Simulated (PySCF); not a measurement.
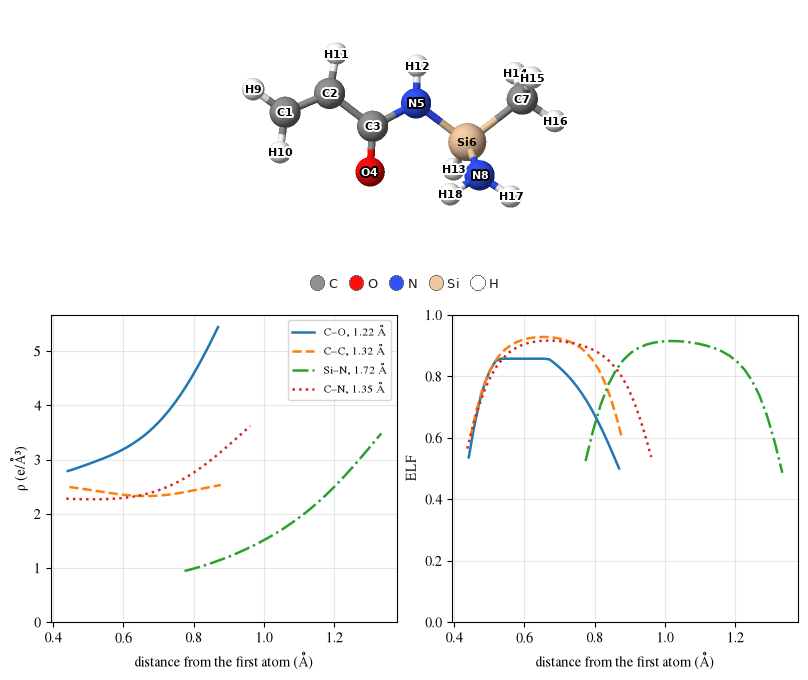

Figure 1: C4H10N2OSi. Electron density and electron localisation function along straight lines between neighbouring atoms. The curves leave out the atomic cores. The structure is drawn too.

Geometry: GFN2-xTB, NEB image 0 of 0 to 8.

The calculation used PBE0/pcSseg-1, SCF density, gas phase, non-relativistic in PySCF.

```yaml
atoms:
  - { symbol: C, position_ang: [3.6524, -0.0393, 0.0544] }
  - { symbol: C, position_ang: [2.4890, 0.5733, -0.1030] }
  - { symbol: C, position_ang: [1.2097, -0.1703, -0.0129] }
  - { symbol: O, position_ang: [1.1466, -1.3710, 0.1943] }
  - { symbol: N, position_ang: [0.0804, 0.5483, -0.1731] }
  - { symbol: Si, position_ang: [-1.4426, -0.3223, -0.0575] }
  - { symbol: C, position_ang: [-2.8123, 0.9412, -0.3883] }
  - { symbol: N, position_ang: [-1.4377, -1.4418, -1.3634] }
  - { symbol: H, position_ang: [4.5957, 0.4767, -0.0048] }
  - { symbol: H, position_ang: [3.6744, -1.0984, 0.2540] }
  - { symbol: H, position_ang: [2.4235, 1.6346, -0.3015] }
  - { symbol: H, position_ang: [0.1579, 1.5355, -0.3510] }
  - { symbol: H, position_ang: [-1.5215, -0.8319, 1.3160] }
  - { symbol: H, position_ang: [-2.7864, 1.7605, 0.3217] }
  - { symbol: H, position_ang: [-2.7482, 1.3587, -1.3875] }
  - { symbol: H, position_ang: [-3.7805, 0.4640, -0.2952] }
  - { symbol: H, position_ang: [-2.2759, -1.9612, -1.5696] }
  - { symbol: H, position_ang: [-0.6333, -2.0499, -1.4090] }
```

> What can be read from the curves?

C–O (1.22 Å): ρ at the midpoint is about 3.2 e/Å³; the ELF peaks at about 0.85 between the atoms; a multiple bond.
C–C (1.32 Å): ρ at the midpoint is about 2.3 e/Å³; the ELF peaks at about 0.95 between the atoms; a short, multiple covalent bond.
Si–N (1.72 Å): ρ is about 1.1 e/Å³ halfway; the ELF peaks at about 0.90 between the atoms; a shared but strongly polarised pair.
C–N (1.35 Å): ρ at the midpoint is about 2.4 e/Å³; the ELF peaks at about 0.90 between the atoms; localised, covalent bonding.
